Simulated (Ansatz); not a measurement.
GaH5S: nudged elastic band

The run: nudged elastic band of GaH5S. Method and program: RKS PBE0-D4/def2-SVP (Ansatz 0.2.0).

It belongs to a series of runs on one base structure; here: band between the two ends.

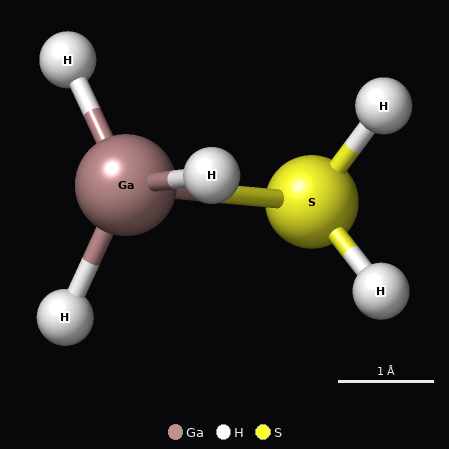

Figure 1. The structure as given in the input (ball-and-stick view, seen at a tilt). Sticks mark near contacts.

### Input
```yaml
crystal:
  periodic: [false, false, false]
  atoms:
    - { symbol: Ga, position_ang: [-0.0446, 0.093518, -0.013797] }
    - { symbol: H, position_ang: [-0.564102, 0.534758, 1.409851] }
    - { symbol: H, position_ang: [1.486281, 0.257574, -0.348936] }
    - { symbol: H, position_ang: [-1.083614, -0.053632, -1.189617] }
    - { symbol: S, position_ang: [0.09676, -2.481438, 0.485871] }
    - { symbol: H, position_ang: [-1.117884, -2.619787, 1.062517] }
    - { symbol: H, position_ang: [0.727759, -2.395893, 1.677912] }
basis:
  gaussian: { orbitals: def2-SVP }
hamiltonian:
  xc: pbe0
  dispersion: d4
neb:
  order_check: false
  images: 5
  f_tol: 0.03
  max_iterations: 60
  final_atoms:
    - { symbol: Ga, position_ang: [0.10085198, -0.69940102, -0.35458422] }
    - { symbol: H, position_ang: [0.05079055, 0.37201438, 2.11234756] }
    - { symbol: H, position_ang: [1.48634014, 9.993e-05, -0.51343938] }
    - { symbol: H, position_ang: [-1.30563051, -0.03964758, -0.52315737] }
    - { symbol: S, position_ang: [0.19329268, -2.86898004, 0.05525967] }
    - { symbol: H, position_ang: [-1.14522187, -3.05083258, 0.06992559] }
    - { symbol: H, position_ang: [0.12017703, -0.37815309, 2.23744914] }
  initial_path:
    images:
      - { positions_ang: [[-0.0446, 0.093518, -0.013797], [-0.564102, 0.534758, 1.409851], [1.486281, 0.257574, -0.348936], [-1.083614, -0.053632, -1.189617], [0.09676, -2.481438, 0.485871], [-1.117884, -2.619787, 1.062517], [0.727759, -2.395893, 1.677912]] }
      - { positions_ang: [[-0.00717948, 0.05467522, -0.01980711], [-0.37143211, 0.37307831, 1.56858118], [1.47298578, 0.12821634, -0.4909508], [-1.14478175, -0.02741902, -1.07872187], [0.06790085, -2.46403049, 0.61361736], [-1.00160266, -2.82210459, 0.71583289], [0.48470937, -1.90731577, 1.77524935]] }
      - { positions_ang: [[0.03024103, 0.01583243, -0.02581722], [-0.17876222, 0.21139861, 1.72731135], [1.45969056, -0.00114132, -0.6329656], [-1.2059495, -0.00120603, -0.96782674], [0.0390417, -2.44662298, 0.74136373], [-0.88532133, -3.02442218, 0.36914878], [0.24165975, -1.41873854, 1.8725867]] }
      - { positions_ang: [[0.06766155, -0.02301035, -0.03182733], [0.01390767, 0.04971892, 1.88604153], [1.44639534, -0.13049898, -0.77498041], [-1.26711724, 0.02500695, -0.85693161], [0.01018255, -2.42921547, 0.86911009], [-0.76903999, -3.22673977, 0.02246468], [-0.00138988, -0.9301613, 1.96992405]] }
      - { positions_ang: [[0.07872503, -0.2484739, -0.13941296], [0.02620197, 0.15715074, 1.96147688], [1.45971027, -0.08696601, -0.68780006], [-1.279955, 0.00345544, -0.74567353], [0.07121926, -2.57580366, 0.59782661], [-0.89443395, -3.16810404, 0.03828498], [0.03913242, -0.74615857, 2.05909908]] }
      - { positions_ang: [[0.08978851, -0.47393746, -0.24699859], [0.03849626, 0.26458256, 2.03691222], [1.47302521, -0.04343304, -0.60061972], [-1.29279276, -0.01809607, -0.63441545], [0.13225597, -2.72239185, 0.32654314], [-1.01982791, -3.10946831, 0.05410529], [0.07965473, -0.56215583, 2.14827411]] }
      - { positions_ang: [[0.10085198, -0.69940102, -0.35458422], [0.05079055, 0.37201438, 2.11234756], [1.48634014, 9.993e-05, -0.51343938], [-1.30563051, -0.03964758, -0.52315737], [0.19329268, -2.86898004, 0.05525967], [-1.14522187, -3.05083258, 0.06992559], [0.12017703, -0.37815309, 2.23744914]] }
```

Run on 2 threads of Arm Neoverse V1, 24 GiB of memory available, shared host.

Launched with:
```bash
ansatz run input.yaml --threads 2 --pin off --max-ram 3072MiB --backend cpu --events-out ev --progress --plain --runs-dir out
```

### The program's output
```
Engine: ansatz 0.2.0, aarch64-unknown-linux-gnu
Functional definition: PBE0
  parameter a = 0.25
  parameter kappa = 0.804
  parameter beta = 0.06672455060314922
  exchange = (1 - a)*pbe_x(kappa = kappa, mu = beta*pi^2/3) + a*exact_x
  correlation = pbe_c(beta = beta)
787 factors; integrals over basis functions are off by at most 2.9e-4 eV
mean field evaluation 1: about -63272.7066 eV, gradient 1.9e1 eV
mean field evaluation 2: about -63273.0395 eV, gradient 1.8e1 eV
mean field evaluation 4: about -63273.3706 eV, gradient 2.3e-1 eV
mean field evaluation 8: about -63273.3693 eV, gradient 1.1e-2 eV
mean field -63273.36933218 eV, -2325.2534347273 hartree, gradient 5.6e-5 eV, S^2 0.000000; 0 other end points of the search recorded, 0 dependent functions left out
the calculation of the forces begins
reference -63273.36936020 eV, -2325.2534357571 hartree; 26, 26 occupied and 49, 49 virtual orbitals, 787 factors
789 factors; integrals over basis functions are off by at most 3.6e-4 eV
mean field evaluation 16: about -63273.6956 eV, gradient 2.0e0 eV
mean field -63273.70414609 eV, -2325.2657389119 hartree, gradient 2.6e-5 eV, S^2 0.000000; 0 other end points of the search recorded, 0 dependent functions left out
[... from here on the field's lines of each further geometry are left out, up to the last ...]
NEB iter   1: max|band force component| = 1.095e1 eV/Å  barrier→ = 2.4434 eV  barrier← = 2.7766 eV  Δτ_max = 0.2000 Å  (157 SCF iters)
NEB iter   2: max|band force component| = 4.193e0 eV/Å  barrier→ = 1.1280 eV  barrier← = 1.4612 eV  Δτ_max = 0.2000 Å  (129 SCF iters)
NEB iter   3: max|band force component| = 1.417e0 eV/Å  barrier→ = 0.9446 eV  barrier← = 1.2779 eV  Δτ_max = 0.2000 Å  (133 SCF iters)
NEB iter   4: max|band force component| = 1.072e0 eV/Å  barrier→ = 0.8185 eV  barrier← = 1.1517 eV  Δτ_max = 0.2000 Å  (128 SCF iters)
NEB iter   5: max|band force component| = 6.964e-1 eV/Å  barrier→ = 0.5922 eV  barrier← = 0.9254 eV  CI = image 3  Δτ_max = 0.1242 Å  (120 SCF iters)
NEB iter   6: max|band force component| = 4.448e-1 eV/Å  barrier→ = 0.6755 eV  barrier← = 1.0087 eV  CI = image 3  Δτ_max = 0.0351 Å  (117 SCF iters)
NEB iter   7: max|band force component| = 2.136e-1 eV/Å  barrier→ = 0.6688 eV  barrier← = 1.0020 eV  CI = image 3  Δτ_max = 0.0302 Å  (112 SCF iters)
NEB iter   8: max|band force component| = 1.161e-1 eV/Å  barrier→ = 0.6657 eV  barrier← = 0.9989 eV  CI = image 3  Δτ_max = 0.0272 Å  (110 SCF iters)
the calculation of the forces begins
reference -63273.66171559 eV, -2325.2641796195 hartree; 26, 26 occupied and 49, 49 virtual orbitals, 789 factors
789 factors; integrals over basis functions are off by at most 1.2e-3 eV
mean field -63272.69954377 eV, -2325.2288204573 hartree, gradient 4.8e-5 eV, S^2 0.000000; 1 other end points of the search recorded, 0 dependent functions left out
the calculation of the forces begins
reference -63272.69957036 eV, -2325.2288214345 hartree; 26, 26 occupied and 49, 49 virtual orbitals, 789 factors
NEB iter   9: max|band force component| = 2.985e-2 eV/Å  barrier→ = 0.6651 eV  barrier← = 0.9983 eV  CI = image 3  Δτ_max = 0.0000 Å  (222 SCF iters)
```

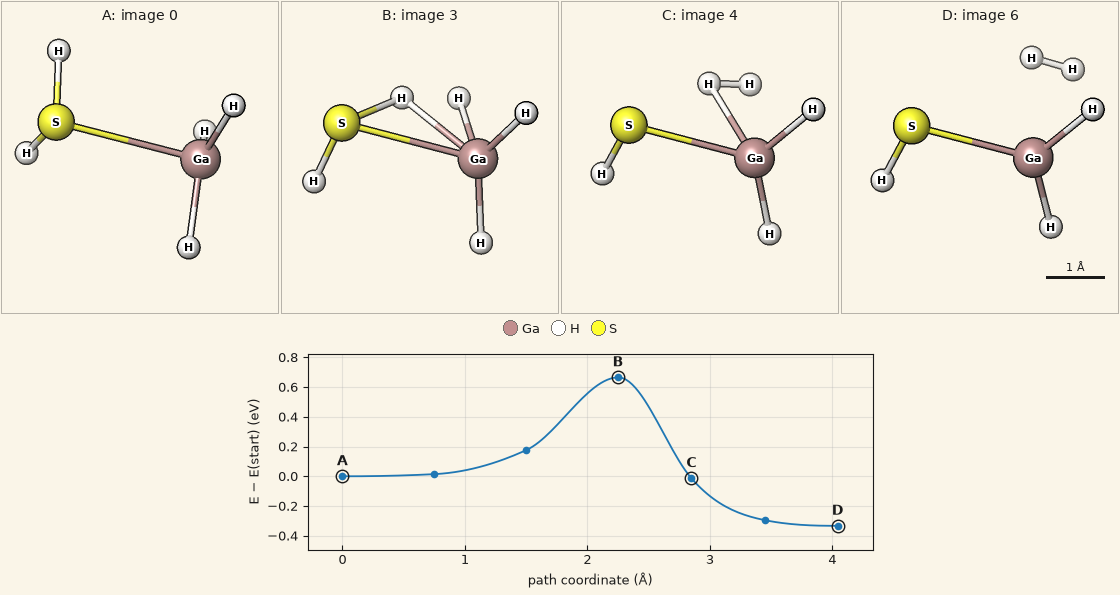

Figure 2. Images of the last band (counted from 0; ball-and-stick, seen at a tilt) above the energy along the path; the line is a cubic interpolation that uses the forces. The highest image is number 3, 0.665 eV above the start and 0.998 eV above the end (the climbing image); the end lies 0.333 eV below the start. The path is 4.04 Å long. The band converged in 9 iterations.

```
Total energy: -63272.80493798 eV, -2325.2326936234 hartree
Atom 0 at     0.104573    -0.236726    -0.101850 Å, force    -0.012361     0.018767    -0.009823 eV/Å
Atom 1 at    -0.113309    -0.065964     1.605584 Å, force     0.003369    -0.021936     0.001003 eV/Å
Atom 2 at     1.547414     0.223054    -0.451116 Å, force     0.005315    -0.007026     0.003982 eV/Å
Atom 3 at    -1.274602    -0.042931    -0.795625 Å, force     0.003654    -0.004371    -0.006659 eV/Å
Atom 4 at     0.271942    -2.572582     0.698256 Å, force    -0.004130     0.029594     0.003935 eV/Å
Atom 5 at    -1.057001    -2.798166     0.602227 Å, force    -0.000187    -0.002712     0.009039 eV/Å
Atom 6 at     0.021582    -1.171584     1.526325 Å, force     0.004340    -0.012316    -0.001476 eV/Å
Dipole moment:    -0.203749     0.006163     0.025449 e Å
this run last wrote the band of iteration 9 to [file]
```

### The last band as extended XYZ (Å, eV, eV/Å)
```
7
Properties=species:S:1:pos:R:3:forces:R:3 image=0 energy=-63273.47003
Ga   -0.0446    0.0935   -0.0138   -0.0070   0.0039  -0.0056
H    -0.5641    0.5348    1.4099    0.0003  -0.0013   0.0010
H     1.4863    0.2576   -0.3489    0.0006  -0.0038   0.0011
H    -1.0836   -0.0536   -1.1896    0.0017   0.0016   0.0013
S     0.0968   -2.4814    0.4859   -0.0041   0.0001   0.0142
H    -1.1179   -2.6198    1.0625    0.0118   0.0033  -0.0058
H     0.7278   -2.3959    1.6779   -0.0033  -0.0037  -0.0061
7
Properties=species:S:1:pos:R:3:forces:R:3 image=1 energy=-63273.45571
Ga    0.0081    0.0846   -0.0163   -0.0045   0.0072   0.0052
H    -0.3184    0.5514    1.4566   -0.0099   0.0177  -0.0109
H     1.4709    0.2710   -0.5662    0.0003   0.0009   0.0012
H    -1.1861   -0.1166   -1.0253    0.0047  -0.0011  -0.0099
S     0.2461   -2.4712    0.6068   -0.0085   0.0052  -0.0049
H    -1.0757   -2.7368    0.6943   -0.0002   0.0090   0.0087
H     0.3557   -2.2474    1.9340    0.0181  -0.0390   0.0106
7
Properties=species:S:1:pos:R:3:forces:R:3 image=2 energy=-63273.29407
Ga    0.0707   -0.0028   -0.0208   -0.0268   0.0980   0.0474
H    -0.1535    0.2750    1.5291   -0.0209   0.1935  -0.0275
H     1.5204    0.2177   -0.5750   -0.0071  -0.0039  -0.0675
H    -1.2196   -0.0813   -0.9122    0.0307  -0.0015  -0.0655
S     0.2664   -2.5608    0.7108   -0.0183   0.0087   0.0030
H    -1.0581   -2.8035    0.5998   -0.0005  -0.0103  -0.0112
H     0.0744   -1.7092    1.7522    0.0429  -0.2844   0.1213
7
Properties=species:S:1:pos:R:3:forces:R:3 image=3 energy=-63272.80491
Ga    0.1046   -0.2367   -0.1018   -0.0124   0.0188  -0.0098
H    -0.1133   -0.0660    1.6056    0.0034  -0.0219   0.0010
H     1.5474    0.2231   -0.4511    0.0053  -0.0070   0.0040
H    -1.2746   -0.0429   -0.7956    0.0037  -0.0044  -0.0067
S     0.2719   -2.5726    0.6983   -0.0041   0.0296   0.0039
H    -1.0570   -2.7982    0.6022   -0.0002  -0.0027   0.0090
H     0.0216   -1.1716    1.5263    0.0043  -0.0123  -0.0015
7
Properties=species:S:1:pos:R:3:forces:R:3 image=4 energy=-63273.48314
Ga    0.1350   -0.4947   -0.2426    0.0504  -0.4648  -0.2734
H    -0.0821   -0.0591    1.7809   -0.0236   0.0627   0.2701
H     1.5181    0.2072   -0.4253   -0.0490  -0.0221   0.0637
H    -1.2724    0.0184   -0.6911    0.0330   0.0214   0.0943
S     0.2666   -2.6798    0.4078    0.0220  -0.1585  -0.4308
H    -1.0723   -2.8093    0.5482    0.0274  -0.0451  -0.0557
H     0.0078   -0.8476    1.7058   -0.0602   0.6064   0.3318
7
Properties=species:S:1:pos:R:3:forces:R:3 image=5 energy=-63273.76476
Ga    0.1301   -0.6172   -0.3278   -0.0017  -0.0441  -0.0216
H    -0.0329    0.1474    1.9862   -0.0003   0.0688   0.0554
H     1.5070    0.1009   -0.4881    0.0002  -0.0260  -0.0149
H    -1.2762    0.0114   -0.5932    0.0004  -0.0100   0.0164
S     0.2355   -2.7765    0.1891    0.0023  -0.0229  -0.0558
H    -1.0991   -2.9142    0.3476   -0.0024  -0.0347  -0.0551
H     0.0360   -0.6169    1.9699    0.0015   0.0688   0.0754
7
Properties=species:S:1:pos:R:3:forces:R:3 image=6 energy=-63273.80325
Ga    0.1009   -0.6994   -0.3546   -0.0106   0.0065   0.0060
H     0.0508    0.3720    2.1123    0.0004  -0.0030   0.0016
H     1.4863    0.0001   -0.5134    0.0051   0.0007  -0.0005
H    -1.3056   -0.0396   -0.5232    0.0032  -0.0026  -0.0051
S     0.1933   -2.8690    0.0553    0.0001  -0.0059  -0.0048
H    -1.1452   -3.0508    0.0699    0.0016   0.0018   0.0043
H     0.1202   -0.3782    2.2374    0.0001   0.0027  -0.0015
```

### Summary

```json
{"quantity": "outcome", "value": "converged"}
{"quantity": "barrier, forward", "value": "0.665 eV"}
{"quantity": "barrier, backward", "value": "0.998 eV"}
{"quantity": "wall time", "value": "62 s (CPU time 2 min)"}
{"quantity": "peak memory", "value": "0.17 GiB"}
```

The order of the saddle point was not checked.
